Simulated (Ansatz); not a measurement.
**CH$_{3}$Cl$_{2}$FHf: molecular dynamics (part 5 of 5)**

CH$_{3}$Cl$_{2}$FHf; RKS PBE/def2-SVP (Ansatz 0.2.0). It belongs to a series of runs on one base structure; here: dynamics from the highest image of the converged band.

Geometry of the input (Å):
```
Hf 0.3276  0.1131  -0.9693
F  1.7405  1.3960  -0.9208
C  -0.3083  -0.0668  1.1264
H  0.3985  0.4570  1.8074
Cl -1.5544  0.8913  -2.1584
Cl 1.0692  -2.0323  -1.6069
H  -1.3178  0.3747  1.2809
H  -0.3552  -1.1330  1.4408
```

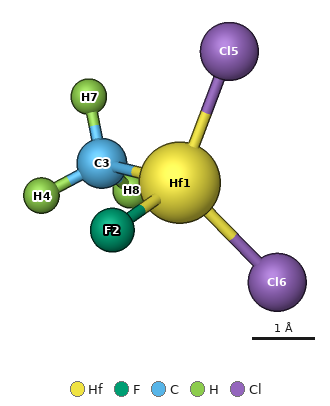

**Figure 1.** The geometry at step 173 of the log (ball-and-stick view, seen at a tilt; atoms are numbered from 1 in the order of the input).

## Trajectory as extended XYZ, continued
```
8
Properties=species:S:1:pos:R:3:forces:R:3 step=147 time_fs=73.5 energy=-30137.11273 temperature=43.3
Hf    0.3116    0.1106   -0.9624    0.1144  -0.0972  -0.6332
F     1.8041    1.2995   -0.9876   -0.1256   0.0890   0.1078
C    -0.3409   -0.0531    1.1022   -0.3855   1.0269   0.3848
H     0.3740    0.4741    1.7857   -0.1581  -0.1538  -0.1033
Cl   -1.5735    0.9301   -2.1511    0.1812  -0.0861   0.0685
Cl    1.1486   -2.0133   -1.6031   -0.1815   0.1336   0.0788
H    -1.3667    0.3994    1.2776    0.6060  -0.2730  -0.1391
H    -0.3792   -1.1034    1.3997   -0.0510  -0.6394   0.2357
8
Properties=species:S:1:pos:R:3:forces:R:3 step=149 time_fs=74.5 energy=-30137.11086 temperature=40.9
Hf    0.3115    0.1103   -0.9623    0.1229  -0.0868  -0.6796
F     1.8035    1.3001   -0.9871   -0.1230   0.0885   0.1073
C    -0.3400   -0.0511    1.0981   -0.3944   0.7362   0.7166
H     0.3865    0.4679    1.7873   -0.3161  -0.1999  -0.2316
Cl   -1.5733    0.9304   -2.1511    0.1804  -0.0869   0.0672
Cl    1.1485   -2.0130   -1.6028   -0.1764   0.1238   0.0746
H    -1.3712    0.3996    1.2802    0.7522  -0.3008  -0.1504
H    -0.3788   -1.1107    1.4065   -0.0457  -0.2740   0.0959
8
Properties=species:S:1:pos:R:3:forces:R:3 step=151 time_fs=75.5 energy=-30137.11063 temperature=40.6
Hf    0.3114    0.1100   -0.9622    0.1319  -0.0802  -0.7200
F     1.8028    1.3007   -0.9867   -0.1205   0.0879   0.1069
C    -0.3395   -0.0486    1.0946   -0.2915   0.2425   0.9567
H     0.3960    0.4599    1.7867   -0.3883  -0.1886  -0.2817
Cl   -1.5731    0.9307   -2.1511    0.1791  -0.0875   0.0667
Cl    1.1484   -2.0125   -1.6026   -0.1707   0.1133   0.0699
H    -1.3686    0.3969    1.2814    0.6942  -0.2426  -0.1273
H    -0.3788   -1.1206    1.4141   -0.0342   0.1553  -0.0711
8
Properties=species:S:1:pos:R:3:forces:R:3 step=153 time_fs=76.5 energy=-30137.11041 temperature=40.2
Hf    0.3114    0.1098   -0.9622    0.1402  -0.0754  -0.7534
F     1.8021    1.3014   -0.9861   -0.1183   0.0871   0.1069
C    -0.3391   -0.0458    1.0919   -0.0921  -0.3057   1.0516
H     0.4019    0.4500    1.7836   -0.3638  -0.1180  -0.2465
Cl   -1.5728    0.9310   -2.1510    0.1773  -0.0880   0.0669
Cl    1.1483   -2.0121   -1.6023   -0.1649   0.1022   0.0652
H    -1.3595    0.3920    1.2813    0.4443  -0.1058  -0.0715
H    -0.3792   -1.1291    1.4211   -0.0226   0.5035  -0.2192
8
Properties=species:S:1:pos:R:3:forces:R:3 step=156 time_fs=78.0 energy=-30137.10617 temperature=34.8
Hf    0.3113    0.1094   -0.9622    0.1485  -0.0656  -0.7885
F     1.8009    1.3025   -0.9853   -0.1155   0.0856   0.1073
C    -0.3387   -0.0423    1.0893    0.2967  -0.9856   0.9020
H     0.4046    0.4336    1.7748   -0.1672   0.0750  -0.0577
Cl   -1.5723    0.9313   -2.1509    0.1737  -0.0884   0.0676
Cl    1.1480   -2.0114   -1.6018   -0.1564   0.0850   0.0594
H    -1.3391    0.3833    1.2803   -0.1650   0.1920   0.0511
H    -0.3801   -1.1323    1.4273   -0.0147   0.7020  -0.3412
8
Properties=species:S:1:pos:R:3:forces:R:3 step=158 time_fs=79.0 energy=-30137.10115 temperature=28.4
Hf    0.3113    0.1091   -0.9622    0.1503  -0.0540  -0.8017
F     1.8000    1.3032   -0.9846   -0.1138   0.0845   0.1076
C    -0.3381   -0.0409    1.0885    0.4914  -1.2025   0.6679
H     0.4041    0.4232    1.7679    0.0219   0.2266   0.1137
Cl   -1.5719    0.9315   -2.1508    0.1704  -0.0884   0.0673
Cl    1.1477   -2.0109   -1.6015   -0.1511   0.0730   0.0564
H    -1.3267    0.3794    1.2800   -0.5497   0.3776   0.1252
H    -0.3809   -1.1264    1.4276   -0.0194   0.5832  -0.3364
8
Properties=species:S:1:pos:R:3:forces:R:3 step=160 time_fs=80.0 energy=-30137.09905 temperature=25.7
Hf    0.3112    0.1088   -0.9624    0.1493  -0.0372  -0.8072
F     1.7990    1.3040   -0.9839   -0.1120   0.0835   0.1074
C    -0.3372   -0.0404    1.0883    0.5190  -1.1253   0.4200
H     0.4039    0.4150    1.7622    0.1911   0.3543   0.2633
Cl   -1.5714    0.9317   -2.1507    0.1662  -0.0879   0.0657
Cl    1.1475   -2.0103   -1.6012   -0.1460   0.0605   0.0540
H    -1.3193    0.3790    1.2809   -0.7341   0.4754   0.1582
H    -0.3819   -1.1149    1.4247   -0.0334   0.2766  -0.2614
8
Properties=species:S:1:pos:R:3:forces:R:3 step=162 time_fs=81.0 energy=-30137.10199 temperature=29.4
Hf    0.3112    0.1085   -0.9625    0.1462  -0.0158  -0.8058
F     1.7980    1.3049   -0.9831   -0.1098   0.0830   0.1063
C    -0.3358   -0.0408    1.0884    0.3545  -0.7304   0.2444
H     0.4054    0.4102    1.7589    0.2776   0.4192   0.3376
Cl   -1.5709    0.9318   -2.1506    0.1609  -0.0869   0.0625
Cl    1.1471   -2.0098   -1.6008   -0.1410   0.0472   0.0518
H    -1.3189    0.3832    1.2833   -0.6323   0.4455   0.1339
H    -0.3833   -1.1009    1.4193   -0.0561  -0.1618  -0.1307
8
Properties=species:S:1:pos:R:3:forces:R:3 step=164 time_fs=82.0 energy=-30137.10581 temperature=34.3
Hf    0.3112    0.1083   -0.9627    0.1421   0.0084  -0.7978
F     1.7970    1.3058   -0.9823   -0.1070   0.0830   0.1043
C    -0.3342   -0.0418    1.0887    0.0806  -0.1269   0.1964
H     0.4094    0.4093    1.7588    0.2461   0.3975   0.3074
Cl   -1.5704    0.9320   -2.1504    0.1544  -0.0853   0.0577
Cl    1.1468   -2.0092   -1.6004   -0.1356   0.0331   0.0492
H    -1.3243    0.3915    1.2869   -0.2978   0.3036   0.0634
H    -0.3851   -1.0885    1.4127   -0.0828  -0.6132   0.0194
8
Properties=species:S:1:pos:R:3:forces:R:3 step=167 time_fs=83.5 energy=-30137.10709 temperature=36.0
Hf    0.3112    0.1078   -0.9631    0.1352   0.0438  -0.7730
F     1.7953    1.3072   -0.9809   -0.1017   0.0842   0.0997
C    -0.3317   -0.0433    1.0895   -0.2743   0.6562   0.3754
H     0.4195    0.4148    1.7637    0.0190   0.2213   0.1057
Cl   -1.5695    0.9321   -2.1502    0.1430  -0.0820   0.0487
Cl    1.1461   -2.0084   -1.5998   -0.1266   0.0098   0.0435
H    -1.3364    0.4088    1.2932    0.3125   0.0114  -0.0634
H    -0.3895   -1.0816    1.4034   -0.1073  -0.9448   0.1634
8
Properties=species:S:1:pos:R:3:forces:R:3 step=169 time_fs=84.5 energy=-30137.10939 temperature=39.0
Hf    0.3112    0.1076   -0.9634    0.1308   0.0634  -0.7469
F     1.7941    1.3083   -0.9800   -0.0976   0.0855   0.0958
C    -0.3303   -0.0437    1.0904   -0.3815   0.8022   0.5994
H     0.4268    0.4213    1.7685   -0.1670   0.0593  -0.0584
Cl   -1.5689    0.9322   -2.1500    0.1345  -0.0793   0.0424
Cl    1.1457   -2.0078   -1.5994   -0.1196  -0.0069   0.0384
H    -1.3417    0.4208    1.2969    0.5981  -0.1503  -0.1235
H    -0.3936   -1.0879    1.3990   -0.0977  -0.7739   0.1528
8
Properties=species:S:1:pos:R:3:forces:R:3 step=171 time_fs=85.5 energy=-30137.11417 temperature=45.1
Hf    0.3112    0.1073   -0.9637    0.1263   0.0781  -0.7121
F     1.7929    1.3093   -0.9790   -0.0935   0.0870   0.0917
C    -0.3291   -0.0435    1.0917   -0.3792   0.6190   0.8123
H     0.4325    0.4284    1.7728   -0.3096  -0.0910  -0.1856
Cl   -1.5682    0.9323   -2.1498    0.1255  -0.0763   0.0366
Cl    1.1452   -2.0072   -1.5990   -0.1121  -0.0243   0.0323
H    -1.3413    0.4315    1.2993    0.7085  -0.2440  -0.1486
H    -0.3987   -1.1013    1.3960   -0.0659  -0.3486   0.0734
8
Properties=species:S:1:pos:R:3:forces:R:3 step=173 time_fs=86.5 energy=-30137.11842 temperature=50.6
Hf    0.3113    0.1070   -0.9641    0.1214   0.0883  -0.6685
F     1.7916    1.3104   -0.9779   -0.0896   0.0883   0.0877
C    -0.3283   -0.0429    1.0937   -0.2807   0.2334   0.9291
H     0.4352    0.4347    1.7754   -0.3699  -0.1992  -0.2434
Cl   -1.5675    0.9323   -2.1496    0.1161  -0.0730   0.0315
Cl    1.1447   -2.0067   -1.5986   -0.1042  -0.0417   0.0257
H    -1.3342    0.4399    1.3004    0.6288  -0.2552  -0.1368
H    -0.4044   -1.1181    1.3937   -0.0219   0.1591  -0.0254
8
Properties=species:S:1:pos:R:3:forces:R:3 step=176 time_fs=88.0 energy=-30137.12048 temperature=53.2
Hf    0.3113    0.1066   -0.9647    0.1127   0.0992  -0.5886
F     1.7896    1.3121   -0.9763   -0.0848   0.0894   0.0824
C    -0.3274   -0.0416    1.0981    0.0052  -0.4199   0.8228
H     0.4329    0.4404    1.7750   -0.2773  -0.2507  -0.1776
Cl   -1.5664    0.9323   -2.1493    0.1015  -0.0679   0.0252
Cl    1.1438   -2.0058   -1.5979   -0.0926  -0.0670   0.0164
H    -1.3132    0.4482    1.2997    0.1967  -0.1204  -0.0612
H    -0.4132   -1.1392    1.3896    0.0386   0.7373  -0.1194
8
Properties=species:S:1:pos:R:3:forces:R:3 step=178 time_fs=89.0 energy=-30137.11973 temperature=52.3
Hf    0.3113    0.1064   -0.9652    0.1059   0.1073  -0.5284
F     1.7882    1.3133   -0.9751   -0.0822   0.0894   0.0792
C    -0.3269   -0.0411    1.1019    0.2247  -0.7546   0.5724
H     0.4280    0.4413    1.7725   -0.1085  -0.2114  -0.0450
Cl   -1.5656    0.9323   -2.1490    0.0912  -0.0645   0.0214
Cl    1.1432   -2.0053   -1.5975   -0.0855  -0.0829   0.0112
H    -1.2963    0.4521    1.2984   -0.2067   0.0369   0.0075
H    -0.4187   -1.1452    1.3855    0.0610   0.8796  -0.1183
8
Properties=species:S:1:pos:R:3:forces:R:3 step=180 time_fs=90.0 energy=-30137.11918 temperature=51.6
Hf    0.3114    0.1061   -0.9657    0.0987   0.1185  -0.4651
F     1.7867    1.3146   -0.9739   -0.0799   0.0890   0.0761
C    -0.3262   -0.0412    1.1061    0.3782  -0.8975   0.2383
H     0.4220    0.4401    1.7696    0.1048  -0.1321   0.1252
Cl   -1.5648    0.9323   -2.1488    0.0804  -0.0609   0.0172
Cl    1.1426   -2.0048   -1.5971   -0.0791  -0.0980   0.0071
H    -1.2813    0.4564    1.2972   -0.5652   0.1864   0.0638
H    -0.4236   -1.1430    1.3804    0.0620   0.7946  -0.0625
8
Properties=species:S:1:pos:R:3:forces:R:3 step=182 time_fs=91.0 energy=-30137.12104 temperature=54.0
Hf    0.3114    0.1059   -0.9662    0.0917   0.1329  -0.4005
F     1.7852    1.3159   -0.9727   -0.0775   0.0882   0.0729
C    -0.3251   -0.0421    1.1105    0.3914  -0.7533  -0.0992
H     0.4170    0.4378    1.7679    0.3033  -0.0452   0.2846
Cl   -1.5640    0.9322   -2.1486    0.0688  -0.0571   0.0121
Cl    1.1420   -2.0043   -1.5966   -0.0732  -0.1122   0.0036
H    -1.2716    0.4623    1.2965   -0.7426   0.2589   0.0842
H    -0.4279   -1.1333    1.3746    0.0382   0.4878   0.0422
8
Properties=species:S:1:pos:R:3:forces:R:3 step=184 time_fs=92.0 energy=-30137.12438 temperature=58.2
Hf    0.3115    0.1056   -0.9667    0.0855   0.1493  -0.3356
F     1.7837    1.3172   -0.9714   -0.0748   0.0875   0.0692
C    -0.3238   -0.0435    1.1148    0.2567  -0.2889  -0.3609
H     0.4149    0.4349    1.7689    0.4212   0.0101   0.3797
Cl   -1.5631    0.9322   -2.1483    0.0563  -0.0531   0.0058
Cl    1.1413   -2.0039   -1.5962   -0.0677  -0.1256   0.0004
H    -1.2689    0.4707    1.2966   -0.6675   0.2118   0.0609
H    -0.4319   -1.1190    1.3694   -0.0097   0.0089   0.1805
8
Properties=species:S:1:pos:R:3:forces:R:3 step=187 time_fs=93.5 energy=-30137.12338 temperature=57.0
Hf    0.3116    0.1053   -0.9676    0.0784   0.1719  -0.2376
F     1.7814    1.3194   -0.9695   -0.0694   0.0867   0.0626
C    -0.3215   -0.0458    1.1208   -0.0481   0.7188  -0.5041
H     0.4191    0.4308    1.7772    0.3664  -0.0201   0.3346
Cl   -1.5618    0.9320   -2.1480    0.0360  -0.0465  -0.0057
Cl    1.1403   -2.0032   -1.5955   -0.0593  -0.1444  -0.0055
H    -1.2757    0.4866    1.2977   -0.2036  -0.0335  -0.0211
H    -0.4382   -1.0990    1.3651   -0.1005  -0.7329   0.3768
8
Properties=species:S:1:pos:R:3:forces:R:3 step=189 time_fs=94.5 energy=-30137.12112 temperature=54.2
Hf    0.3116    0.1051   -0.9682    0.0755   0.1819  -0.1712
F     1.7798    1.3208   -0.9681   -0.0649   0.0865   0.0573
C    -0.3199   -0.0468    1.1242   -0.1944   1.2002  -0.4209
H     0.4264    0.4278    1.7867    0.1995  -0.1042   0.1983
Cl   -1.5610    0.9319   -2.1477    0.0219  -0.0419  -0.0141
Cl    1.1396   -2.0029   -1.5951   -0.0531  -0.1565  -0.0107
H    -1.2834    0.4971    1.2983    0.1530  -0.2183  -0.0698
H    -0.4435   -1.0934    1.3665   -0.1375  -0.9478   0.4313
8
Properties=species:S:1:pos:R:3:forces:R:3 step=191 time_fs=95.5 energy=-30137.12456 temperature=58.6
Hf    0.3117    0.1049   -0.9687    0.0740   0.1858  -0.1040
F     1.7781    1.3223   -0.9667   -0.0598   0.0864   0.0515
C    -0.3186   -0.0469    1.1274   -0.2595   1.2721  -0.2341
H     0.4356    0.4239    1.7981   -0.0058  -0.2005   0.0306
Cl   -1.5601    0.9318   -2.1475    0.0076  -0.0371  -0.0224
Cl    1.1389   -2.0026   -1.5946   -0.0463  -0.1682  -0.0173
H    -1.2897    0.5056    1.2983    0.4189  -0.3497  -0.0931
H    -0.4501   -1.0966    1.3719   -0.1291  -0.7889   0.3886
8
Properties=species:S:1:pos:R:3:forces:R:3 step=193 time_fs=96.5 energy=-30137.13193 temperature=68.0
Hf    0.3118    0.1047   -0.9693    0.0740   0.1833  -0.0364
F     1.7764    1.3239   -0.9653   -0.0546   0.0862   0.0455
C    -0.3174   -0.0459    1.1303   -0.2476   0.9446  -0.0139
H     0.4447    0.4180    1.8099   -0.1887  -0.2726  -0.1184
Cl   -1.5592    0.9317   -2.1473   -0.0066  -0.0323  -0.0300
Cl    1.1382   -2.0023   -1.5942   -0.0390  -0.1792  -0.0247
H    -1.2920    0.5107    1.2974    0.5392  -0.3958  -0.0855
H    -0.4579   -1.1072    1.3810   -0.0766  -0.3341   0.2635
8
Properties=species:S:1:pos:R:3:forces:R:3 step=196 time_fs=98.0 energy=-30137.13638 temperature=73.7
Hf    0.3119    0.1044   -0.9702    0.0767   0.1702   0.0632
F     1.7739    1.3262   -0.9631   -0.0473   0.0854   0.0370
C    -0.3160   -0.0432    1.1348   -0.0958   0.0838   0.2124
H     0.4548    0.4043    1.8251   -0.3327  -0.2872  -0.2356
Cl   -1.5579    0.9315   -2.1469   -0.0273  -0.0252  -0.0396
Cl    1.1371   -2.0020   -1.5936   -0.0282  -0.1939  -0.0362
H    -1.2861    0.5116    1.2946    0.4211  -0.2894  -0.0231
H    -0.4708   -1.1273    1.3989    0.0335   0.4563   0.0219
8
Properties=species:S:1:pos:R:3:forces:R:3 step=198 time_fs=99.0 energy=-30137.13380 temperature=70.4
Hf    0.3120    0.1042   -0.9708    0.0797   0.1593   0.1270
F     1.7721    1.3279   -0.9617   -0.0430   0.0842   0.0319
C    -0.3151   -0.0412    1.1379    0.0759  -0.4876   0.2250
H     0.4577    0.3918    1.8326   -0.3173  -0.2261  -0.2231
Cl   -1.5570    0.9314   -2.1467   -0.0406  -0.0207  -0.0447
Cl    1.1363   -2.0018   -1.5931   -0.0216  -0.2020  -0.0431
H    -1.2770    0.5086    1.2924    0.1755  -0.1185   0.0408
H    -0.4791   -1.1364    1.4114    0.0915   0.8114  -0.1137
8
Properties=species:S:1:pos:R:3:forces:R:3 step=200 time_fs=100.0 energy=-30137.13131 temperature=67.3
Hf    0.3121    0.1041   -0.9714    0.0831   0.1498   0.1882
F     1.7704    1.3296   -0.9602   -0.0394   0.0825   0.0274
C    -0.3142   -0.0396    1.1412    0.2558  -0.9235   0.1190
H     0.4576    0.3771    1.8380   -0.2174  -0.1162  -0.1422
Cl   -1.5561    0.9312   -2.1465   -0.0534  -0.0165  -0.0494
Cl    1.1356   -2.0018   -1.5927   -0.0159  -0.2086  -0.0489
H    -1.2662    0.5044    1.2905   -0.1320   0.0925   0.1069
H    -0.4865   -1.1379    1.4229    0.1191   0.9400  -0.2011
```
